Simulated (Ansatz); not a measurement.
**triplet GaSiH3F2 at 6 levels**

Aim: a comparison of 6 runs (U-wB97M-V/6-31G*, UB2PLYP/6-31G*, UCAM-B3LYP/6-31G*, UPBE-QIDH/6-31G*, UPBE/6-31G*, UPBE0/6-31G*) of triplet GaSiH3F2. 

The calculation is run with Ansatz 0.2.0.

78 further runs of the same task are left out: 1 that didn't finish, 77 set aside as unsound or not needed. Runs told in other sessions of the task aren't counted.

## 1. The structure to begin with

GaSiH3F2: 7 atoms, total charge 0, spin state triplet. SMILES of the parent species: `[F][Ga]([F])[SiH3]`. Geometry: relaxed at PBE0-D4/def2-TZVP. That shape belongs to the parent species and isn't relaxed for this state.

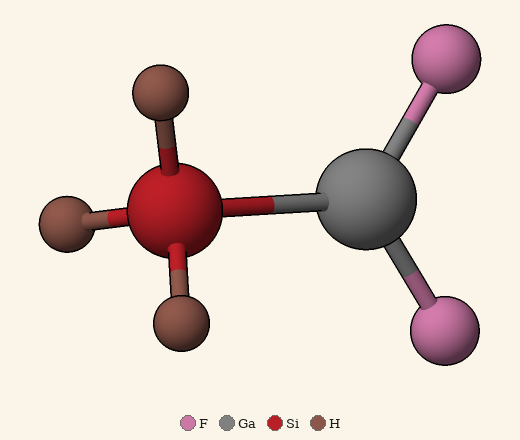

Viewed from a chosen angle; fluorine pink, gallium grey, silicon red, hydrogen brown.

## 2. A single-point energy at U-wB97M-V/6-31G(d) (spherical functions) (run 1)

molecule.yaml

```yaml
crystal:
  periodic: [false, false, false]
  atoms:
    - {symbol: F, position_ang: [0.337700, -1.716900, 2.042000]}
    - {symbol: Ga, position_ang: [0.749800, -0.872200, 0.566000]}
    - {symbol: F, position_ang: [2.304600, -1.409500, -0.029300]}
    - {symbol: Si, position_ang: [-0.636100, 0.761900, -0.486900]}
    - {symbol: H, position_ang: [0.191200, 1.594100, -1.392900]}
    - {symbol: H, position_ang: [-1.267600, 1.599600, 0.561500]}
    - {symbol: H, position_ang: [-1.679500, 0.043100, -1.260400]}
basis:
  gaussian:
    orbitals: 6-31G_st_-spherical.json
output: {orbitals: {seedname: orbitals}}
hamiltonian:
  xc: {name: wB97M-V}
magnetization:
  spin_polarized: true
  initial_magnetization: 2
accuracy: high
```

The basis set 6-31G* is read from a file made from the Basis Set Exchange's data (not shown).

On the command line:

```sh
ansatz run molecule.yaml --threads 1 --pin off --max-ram 3480MiB --events-out events.jsonl --progress --plain --runs-dir runs
```

The log of the run:

```text
Warning: RAYON_NUM_THREADS=1 ignored (pool sized by the plan → 1); use --threads N
Functional definition: wB97M-V
  name "wB97M-V"
  parameter omega = 0.3/bohr
  parameter cx = 0.15
  parameter cx01 = 1.007
  parameter cx10 = 0.259
  parameter css00 = 0.443
  parameter css04 = -1.437
  parameter css10 = -4.535
  parameter css20 = -3.390
  parameter css43 = 4.278
  parameter cos00 = 1.000
  parameter cos10 = 1.358
  parameter cos20 = 2.924
  parameter cos21 = -8.812
  parameter cos60 = -1.390
  parameter cos61 = 9.142
  parameter b = 6.0
  parameter c = 0.01
  gx(w, u) = 1 - cx + cx01*u + cx10*w
  gss(w, u) = css00 + css04*u^4 + css10*w + css20*w^2 + css43*w^4*u^3
  gos(w, u) = cos00 + cos10*w + (cos20 + cos21*u)*w^2 + (cos60 + cos61*u)*w^6
  exchange = spin_sum(e_x_unif_sr(omega)*gx(b97_w, b97_u_x)) + cx*exact_x_sr(omega) + exact_x_lr(omega)
  correlation = spin_sum(e_c_pw_mod_same_spin*gss(b97_w, b97_u_same))
      + integral(e_c_pw_mod_opposite_spin*gos(b97_w_opposite, b97_u_opposite)) + vv10(b, c)
1770 factors; integrals over basis functions are off by at most 5.7e-9 eV
390 factors; integrals over basis functions are off by at most 1.9e-9 eV
mean field evaluation 1: about -65716.7095 eV, gradient 3.4e1 eV
mean field evaluation 2: about -65712.8100 eV, gradient 5.2e1 eV
mean field evaluation 4: about -65721.0633 eV, gradient 5.3e-1 eV
mean field evaluation 8: about -65721.1572 eV, gradient 1.1e-1 eV
mean field evaluation 16: about -65721.4742 eV, gradient 5.6e0 eV
mean field evaluation 32: about -65720.8708 eV, gradient 3.1e0 eV
mean field -65721.72917858 eV, -2415.2289995246 hartree, gradient 2.9e-8 eV, S^2 2.003826; 4 other end points of the search recorded, 0 dependent functions left out
reference -65721.72918371 eV, -2415.2289997135 hartree; 34, 32 occupied and 50, 52 virtual orbitals, 1770 factors
Total energy: -65721.72918371 eV, -2415.2289997135 hartree
```

It took 3.8 min on 1 thread of Arm Neoverse N1, shared host; peak memory 1.1 GiB.

## 3. The energy at UB2PLYP/6-31G(d) (spherical functions) (run 2)

run.yaml

```yaml
crystal:
  periodic: [false, false, false]
  atoms:
    - {symbol: F, position_ang: [0.337700, -1.716900, 2.042000]}
    - {symbol: Ga, position_ang: [0.749800, -0.872200, 0.566000]}
    - {symbol: F, position_ang: [2.304600, -1.409500, -0.029300]}
    - {symbol: Si, position_ang: [-0.636100, 0.761900, -0.486900]}
    - {symbol: H, position_ang: [0.191200, 1.594100, -1.392900]}
    - {symbol: H, position_ang: [-1.267600, 1.599600, 0.561500]}
    - {symbol: H, position_ang: [-1.679500, 0.043100, -1.260400]}
basis:
  gaussian: {orbitals: 6-31G_st_-spherical.json}
hamiltonian: {xc: {name: B2PLYP}}
correlation: {frozen_orbitals: {F: 1, Ga: 9, H: 0, Si: 5}}
magnetization: {spin_polarized: true, initial_magnetization: 2}
output: {orbitals: {seedname: orbitals}}
accuracy: high
```

The basis set 6-31G* is read from a file made from the Basis Set Exchange's data (not shown).

On the command line:

```sh
ansatz run run.yaml --threads 1 --pin off --max-ram 3480MiB --events-out events.jsonl --progress --plain --runs-dir runs
```

The log of the run:

```text
Warning: RAYON_NUM_THREADS=1 ignored (pool sized by the plan → 1); use --threads N
Functional definition: B2PLYP
  name "B2PLYP"
  parameter a = 0.53
  parameter c = 0.27
  exchange = (1 - a)*b88_x + a*exact_x
  correlation = (1 - c)*lyp_c + c*(mp2_os + mp2_ss)
1770 factors; integrals over basis functions are off by at most 5.7e-9 eV
mean field evaluation 1: about -65698.1985 eV, gradient 3.3e1 eV
mean field evaluation 2: about -65698.2604 eV, gradient 3.3e1 eV
mean field evaluation 4: about -65702.3067 eV, gradient 1.6e0 eV
mean field evaluation 8: about -65702.3509 eV, gradient 3.6e-1 eV
mean field evaluation 16: about -65703.1611 eV, gradient 2.7e-1 eV
mean field evaluation 32: about -65698.4567 eV, gradient 1.5e1 eV
mean field -65703.16669225 eV, -2414.5468407344 hartree, gradient 6.0e-8 eV, S^2 2.005484; 2 other end points of the search recorded, 0 dependent functions left out
16 core orbitals not correlated: weight in the atoms' cores, before any rotation towards them, 1.000 or more for the frozen orbitals, at most 0.000 for the correlated occupied ones
reference -65703.16671997 eV, -2414.5468417531 hartree; 18, 16 occupied and 50, 52 virtual orbitals, 1770 factors
second order -22.00468157 eV of doubles, -0.00000000 eV of singles
Total energy: -65709.10798400 eV, -2414.7651791788 hartree
```

It took 40 s on 1 thread of Arm Neoverse N1, shared host; peak memory 0.61 GiB.

Run 3 isn't shown in full; the table further down has it.

## 4. The energy at UPBE-QIDH/6-31G(d) (spherical functions) (run 4)

Edit molecule.yaml of step 2 so:

```diff
@@ -1 +1,4 @@
+basis:
+  gaussian:
+    orbitals: 6-31G_st_-spherical.json
 crystal:
@@ -10,8 +13,2 @@
     - {symbol: H, position_ang: [-1.679500, 0.043100, -1.260400]}
-basis:
-  gaussian:
-    orbitals: 6-31G_st_-spherical.json
-output: {orbitals: {seedname: orbitals}}
-hamiltonian:
-  xc: {name: wB97M-V}
 magnetization:
@@ -19,2 +16,8 @@
   initial_magnetization: 2
+hamiltonian:
+  xc: {name: PBE-QIDH}
+correlation:
+  frozen_orbitals: {F: 1, Ga: 9, H: 0, Si: 5}
 accuracy: high
+output:
+  orbitals: {seedname: orbitals}
```

The basis set 6-31G* is read from a file made from the Basis Set Exchange's data (not shown).

On the command line:

```sh
ansatz run molecule.yaml --threads 1 --pin off --max-ram 3480MiB --events-out events.jsonl --progress --plain --runs-dir runs
```

The log of the run:

```text
Warning: RAYON_NUM_THREADS=1 ignored (pool sized by the plan → 1); use --threads N
Functional definition: PBE-QIDH
  name "PBE-QIDH"
  parameter a = 3^(-1/3)
  parameter c = 1/3
  exchange = (1 - a)*pbe_x + a*exact_x
  correlation = (1 - c)*pbe_c + c*(mp2_os + mp2_ss)
1770 factors; integrals over basis functions are off by at most 5.7e-9 eV
mean field evaluation 1: about -65685.6756 eV, gradient 3.1e1 eV
mean field evaluation 2: about -65685.7548 eV, gradient 3.1e1 eV
mean field evaluation 4: about -65689.5582 eV, gradient 1.8e0 eV
mean field evaluation 8: about -65689.6246 eV, gradient 4.9e-1 eV
mean field evaluation 16: about -65690.6806 eV, gradient 2.7e-1 eV
mean field -65690.68993594 eV, -2414.0883283971 hartree, gradient 2.2e-8 eV, S^2 2.005341; 2 other end points of the search recorded, 0 dependent functions left out
16 core orbitals not correlated: weight in the atoms' cores, before any rotation towards them, 1.000 or more for the frozen orbitals, at most 0.000 for the correlated occupied ones
reference -65690.68993750 eV, -2414.0883284542 hartree; 18, 16 occupied and 50, 52 virtual orbitals, 1770 factors
second order -20.20109129 eV of doubles, -0.00000000 eV of singles
Total energy: -65697.42363460 eV, -2414.3357872583 hartree
```

Wall time 37 s (1 thread of Arm Neoverse N1, shared host); peak memory 0.46 GiB.

Run 5 isn't shown in full; the table further down has it.

## 5. A single-point energy at UPBE0/6-31G(d) (spherical functions) (run 6)

input.yaml

```yaml
crystal:
  periodic: [false, false, false]
  atoms:
    - {symbol: F, position_ang: [0.337700, -1.716900, 2.042000]}
    - {symbol: Ga, position_ang: [0.749800, -0.872200, 0.566000]}
    - {symbol: F, position_ang: [2.304600, -1.409500, -0.029300]}
    - {symbol: Si, position_ang: [-0.636100, 0.761900, -0.486900]}
    - {symbol: H, position_ang: [0.191200, 1.594100, -1.392900]}
    - {symbol: H, position_ang: [-1.267600, 1.599600, 0.561500]}
    - {symbol: H, position_ang: [-1.679500, 0.043100, -1.260400]}
basis:
  gaussian:
    orbitals: 6-31G_st_-spherical.json
hamiltonian:
  xc: {name: PBE0}
output:
  orbitals: {seedname: orbitals}
magnetization:
  spin_polarized: true
  initial_magnetization: 2
accuracy: high
```

The basis set 6-31G* is read from a file made from the Basis Set Exchange's data (not shown).

On the command line:

```sh
ansatz run input.yaml --threads 1 --pin off --max-ram 3480MiB --events-out events.jsonl --progress --plain --runs-dir runs
```

The log of the run:

```text
Warning: RAYON_NUM_THREADS=1 ignored (pool sized by the plan → 1); use --threads N
Functional definition: PBE0
  name "PBE0"
  parameter a = 0.25
  parameter kappa = 0.804
  parameter beta = 0.06672455060314922
  exchange = (1 - a)*pbe_x(kappa = kappa, mu = beta*pi^2/3) + a*exact_x
  correlation = pbe_c(beta = beta)
1770 factors; integrals over basis functions are off by at most 5.7e-9 eV
mean field evaluation 1: about -65706.4298 eV, gradient 3.5e1 eV
mean field evaluation 2: about -65677.3090 eV, gradient 9.3e1 eV
mean field evaluation 4: about -65710.6628 eV, gradient 4.6e0 eV
mean field evaluation 8: about -65710.9113 eV, gradient 6.6e-1 eV
mean field evaluation 16: about -65711.5197 eV, gradient 4.1e-1 eV
mean field -65711.52703881 eV, -2414.8540778035 hartree, gradient 8.0e-8 eV, S^2 2.003704; 2 other end points of the search recorded, 0 dependent functions left out
reference -65711.52704254 eV, -2414.8540779405 hartree; 34, 32 occupied and 50, 52 virtual orbitals, 1770 factors
Total energy: -65711.52704254 eV, -2414.8540779405 hartree
```

Wall time 31 s (1 thread of Arm Neoverse N1, shared host); peak memory 0.46 GiB.

## 6. The series

```csv
run,level,frozen core orbitals,energy (Eh),HOMO energy (eV),⟨S²⟩,wall time
1,U-wB97M-V/6-31G* (spherical functions),–,-2415.229000,-5.53,2.004,3.8 min
2,UB2PLYP/6-31G* (spherical functions),16,-2414.765179,-4.60,2.005,40 s
3,UCAM-B3LYP/6-31G* (spherical functions),–,-2415.486995,-4.85,2.005,38 s
4,UPBE-QIDH/6-31G* (spherical functions),16,-2414.335787,-5.42,2.005,37 s
5,UPBE/6-31G* (spherical functions),–,-2414.792912,-2.91,2.002,33 s
6,UPBE0/6-31G* (spherical functions),–,-2414.854078,-3.89,2.004,31 s
```

## 7. Results

| quantity | value |
| --- | --- |
| run 6: total energy | -2414.85408 Eh |
| run 6: HOMO energy (highest over α and β) | -3.89 eV |
| run 6: ⟨S²⟩ | 2.004 |

Totals of different functionals can't be ranked against each other. All runs together took 6.8 min, the longest 3.8 min.
